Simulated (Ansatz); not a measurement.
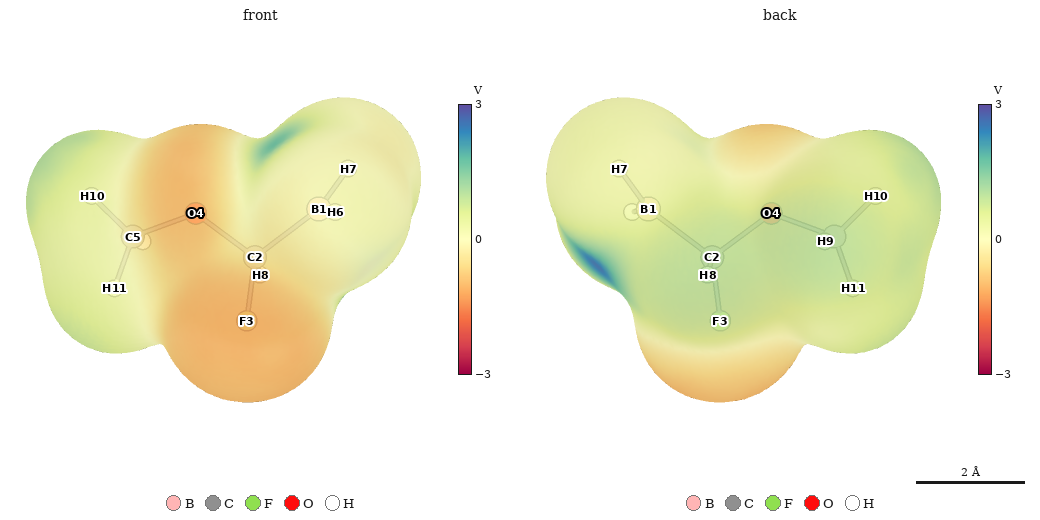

C$_{2}$H$_{6}$BFO. The electrostatic potential painted on the density surface at 0.002 e/bohr³, seen from the front and from behind; red is negative and blue positive.

Geometry: PBE0-D4/def2-TZVP.

Level of theory: Ansatz, RKS PBE0-D4/def2-TZVPP.

```csv
atom,x (Å),y (Å),z (Å)
B,0.6343,1.5941,-0.9673
C,-0.3356,0.4885,-0.3817
F,-1.1513,-0.0808,-1.3590
O,0.5398,-0.4488,0.1216
C,-0.0481,-1.4165,0.9725
H,0.9965,1.5171,-2.0999
H,1.0204,2.4648,-0.2486
H,-1.0321,0.8345,0.3974
H,-0.5425,-0.9337,1.8233
H,0.7578,-2.0522,1.3361
H,-0.7738,-2.0241,0.4260
```

**Describe the electrostatic potential map.**

The most negative region (about −1.2 V) lies over F3, the most positive (about +2.3 V) over B1.
